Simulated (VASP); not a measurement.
Shape and ions are relaxed at each volume.

Energy against volume of Sb (a7). The numbers are results of LDA (Ceperley-Alder, Perdew-Zunger), VASP's LDA PAW potentials (set 64) (plane waves; VASP), not measurements.

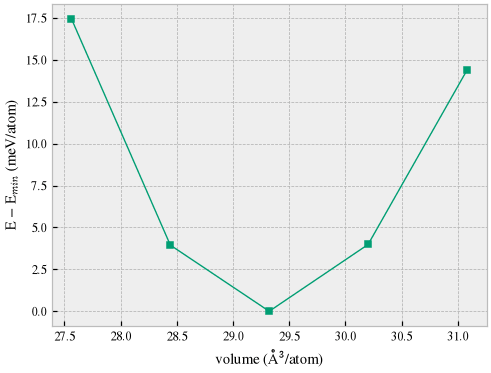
Figure: Energy against volume

Question: Estimate the equilibrium volume and the bulk modulus.

Answer: The minimum lies near 29.3 Å³/atom, and the curvature gives B0 of about 48 GPa.

Measured: bulk modulus 39.5 GPa at 0 K (computed value off by +21.3 %), as given by K. Lejaeghere et al., Critical reviews in solid state and materials sciences/CRC critical reviews in solid state and materials sciences (2013), arXiv:1204.2733 [extrapolated to 0 K and zero-point effects removed (source: thermally corrected experimental values)].

The compound is Sb in the a7 structure. It was relaxed first.
